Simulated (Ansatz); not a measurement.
## Electronic structure of F2H9NO3Si2 in real space

The calculation's input:

```
crystal:
  periodic: [false, false, false]
  atoms:
    - {symbol: Si, position_ang: [-0.086982, 0.637764, 0.992790]}
    - {symbol: O, position_ang: [-0.190884, 0.072284, -0.771392]}
    - {symbol: Si, position_ang: [-1.063205, 0.760933, -2.001701]}
    - {symbol: F, position_ang: [-0.366267, 2.128711, 0.454240]}
    - {symbol: F, position_ang: [0.093166, 1.124644, 2.561078]}
    - {symbol: O, position_ang: [-1.305761, -0.430359, 1.318954]}
    - {symbol: H, position_ang: [1.321384, -1.321768, 0.355432]}
    - {symbol: N, position_ang: [1.575396, -0.060593, 0.949772]}
    - {symbol: H, position_ang: [0.221508, -1.095063, -0.751217]}
    - {symbol: O, position_ang: [0.849688, -2.020266, -0.393468]}
    - {symbol: H, position_ang: [-1.180119, -0.278514, -3.057664]}
    - {symbol: H, position_ang: [-0.345723, 1.936270, -2.551323]}
    - {symbol: H, position_ang: [-2.413104, 1.157873, -1.538355]}
    - {symbol: H, position_ang: [-1.566132, -0.382890, 2.241925]}
    - {symbol: H, position_ang: [2.032276, -0.005691, 1.851292]}
    - {symbol: H, position_ang: [2.172914, 0.388957, 0.264154]}
    - {symbol: H, position_ang: [0.251646, -2.612190, 0.075383]}
basis:
  gaussian: {orbitals: def2-TZVPP}
hamiltonian: {xc: pbe0, dispersion: d4}
output: {orbitals: {seedname: orbitals}}
```

Command:

```sh
ansatz run in.yaml --threads 2 --pin off --events-out ev --progress --plain --max-ram 31744MiB --backend cuda --devices 0, --max-vram 18GiB
```

A transition-state structure; geometry: PBE0-D4/def2-TZVP.

The calculation used Ansatz 0.2.0, RKS PBE0-D4/def2-TZVPP.

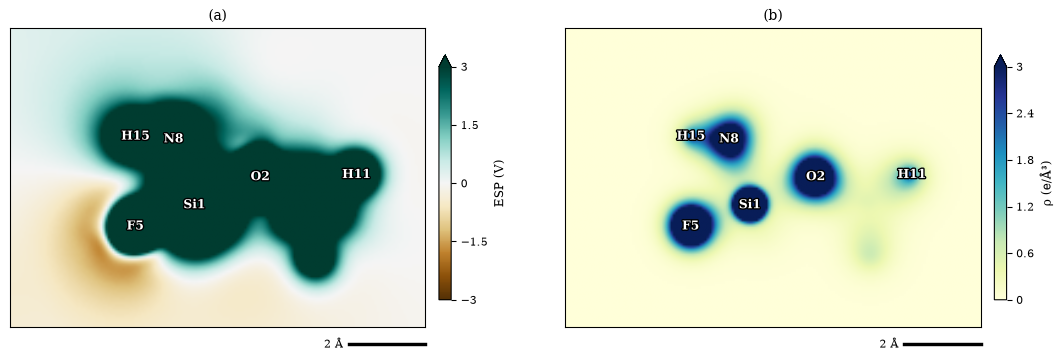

Figure 1. (a) electrostatic potential; (b) electron density on the plane of atoms O2, Si1 and N8.

Describe what can be read from this map.

Answer.
- The section cuts through Si, O, F, N and H sites.
- Si–N (1.80 Å): ρ at the midpoint is about 1 e/Å³.
- Si–F (1.65 Å): ρ at the midpoint is about 1 e/Å³.
- Si–O (1.86 Å): ρ at the midpoint is about 0.75 e/Å³.
- Outside the dense part of the molecule the potential is most negative (−1.7 V) near F5.

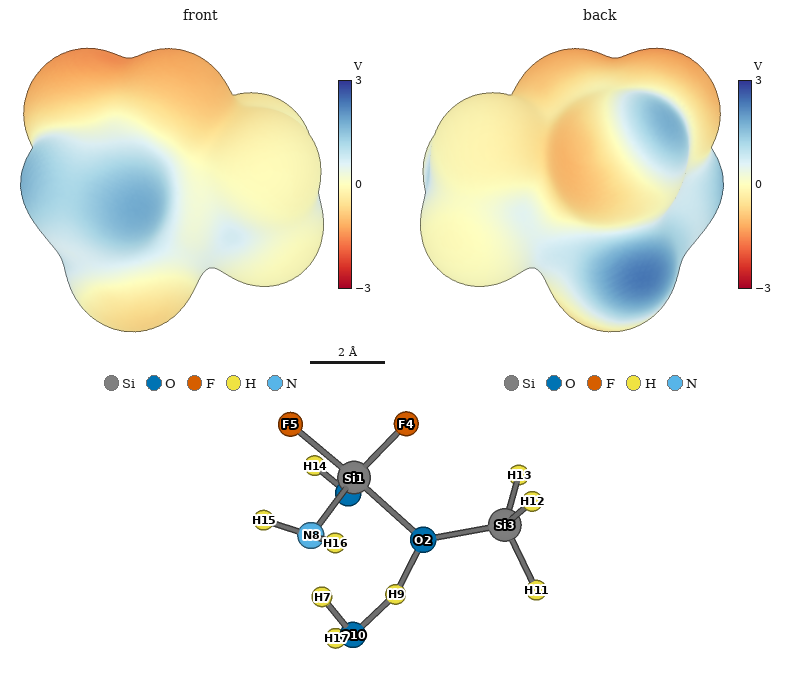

Figure 2. The electrostatic potential painted on the density surface at 0.001 e/bohr³, seen from the front and from behind; the colour scale runs from red (negative) to blue (positive). The bare structure is drawn below in the same view.

Which sites attract a positive test charge, and which a negative one?

Answer. A positive charge is drawn to the negative regions and a negative charge to the positive ones. The most negative region (about −1.4 V, or −32 kcal/mol for a unit charge) lies over F4 and F5, the most positive (about +2.3 V, or +53 kcal/mol for a unit charge) over H17.

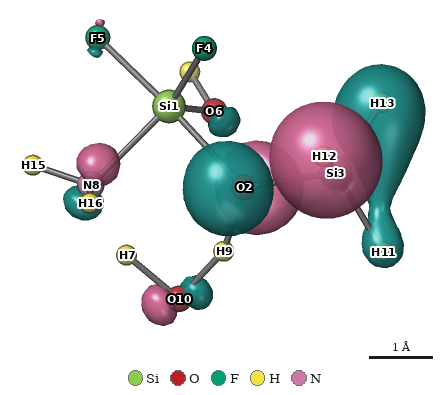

Figure 3. The HOMO at ±0.15 Å⁻³ᐟ² (teal and pink are the two phases), seen at a tilt.

What is the character of this orbital?

Answer. By Hirshfeld shares it lies mainly on O2 (about 30 %), Si3 (about 25 %), H12 (about 20 %) and H13 (about 10 %). Its energy is −8.85 eV.

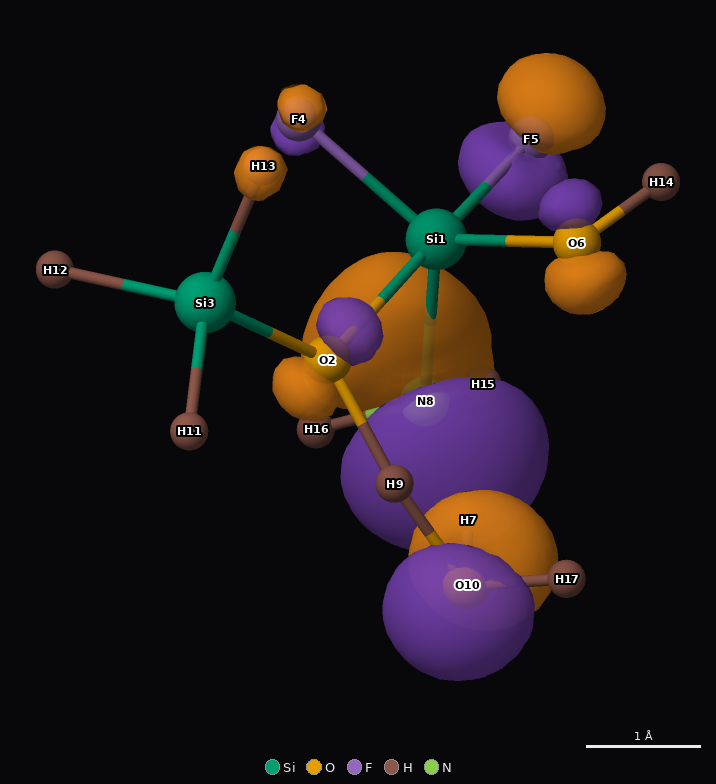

Figure 4. The HOMO−1 at ±0.15 Å⁻³ᐟ² (orange and purple are the two phases), seen at an oblique angle.

Where does this orbital lie, and at what energy?

Answer. By Hirshfeld shares it lies mainly on N8 (about 45 %), O10 (about 20 %) and F5 (about 10 %); largely a combination of lone pairs on N8, O10 and F5. Its energy is −8.95 eV.
